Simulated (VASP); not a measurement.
Band structure of Ni3Si (L1_2). These are revTPSS meta-GGA, VASP's PBE PAW potentials (set 64) (plane waves; VASP) values and carry that method's errors.

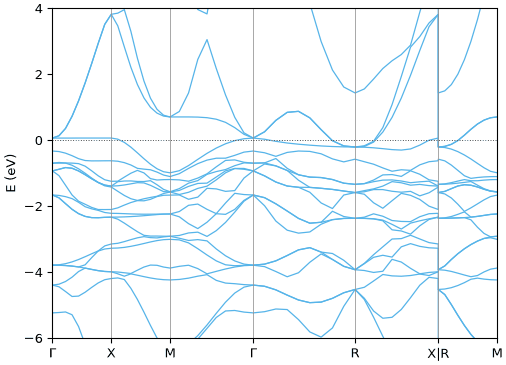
Fig. 1. Bands along high-symmetry lines, zero at the valence-band maximum or, without a gap, the Fermi level

Q: Read the plot: is there a gap, and where are the band edges?

A: It has no gap at this level: it comes out as a metal or semimetal.

The compound is Ni3Si in the L1_2 structure. It was relaxed first. The run is not spin-polarised, so no magnetic state was tried.
